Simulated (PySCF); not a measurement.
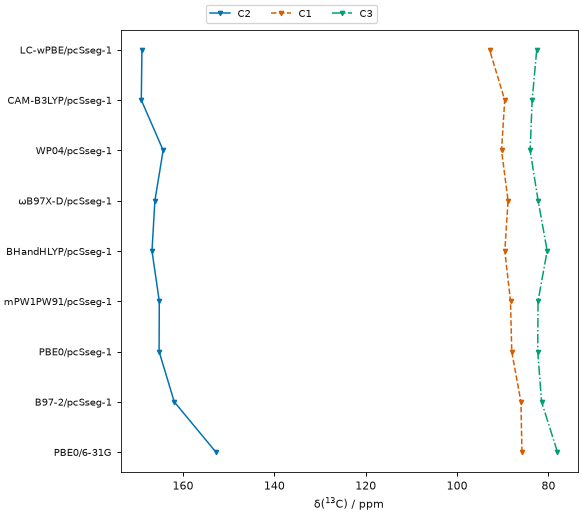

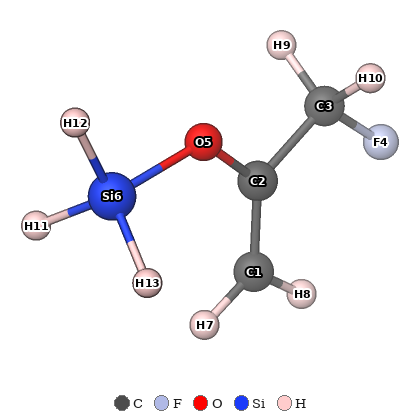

GIAO ¹³C shifts of C₃H₇FOSi, SMILES C=C(CF)O[SiH3] at several levels, one geometry, PySCF 2.14.0, at a PBE0-D3(BJ)/def2-SVP geometry (no frequency check); values of one conformer, averaged over methyl-type rotors and exact or near symmetry; other conformers aren't averaged in; each against TMS at the same level.

Q: Which of the plotted signals depends most on the level, and by how much?

A: That of C2: from 152.8 ppm (PBE0/6-31G) to 169.1 ppm (CAM-B3LYP/pcSseg-1), a spread of 16.3 ppm. The steadiest, C3, moves by 6.0 ppm.

Q: Do all levels give the signals in the same order?

A: Yes, the order of the signals is the same at every level.
